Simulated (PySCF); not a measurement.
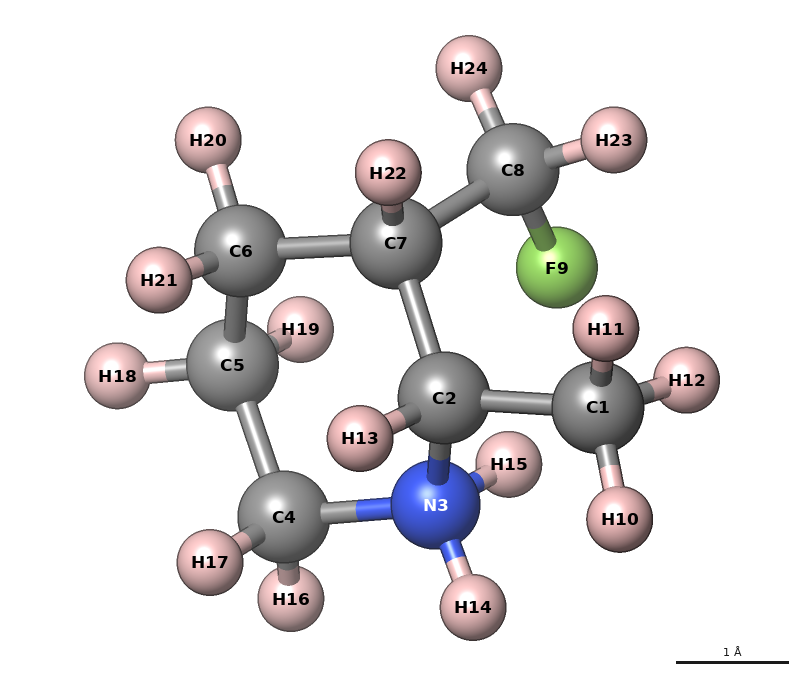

State: charge +1, singlet. Computed geometry: PBE0-D3(BJ)/def2-SVP optimisation. No frequency run is at hand to confirm it as a minimum.

Find the hydrogen bonds (donors O, N, F, S or Cl) and give their geometry.

| D–H···A | D–H (Å) | H···A (Å) | angle (°) | kind |
| --- | --- | --- | --- | --- |
| N3–H15···F9 | 1.03 | 1.89 | 131 | intramolecular |
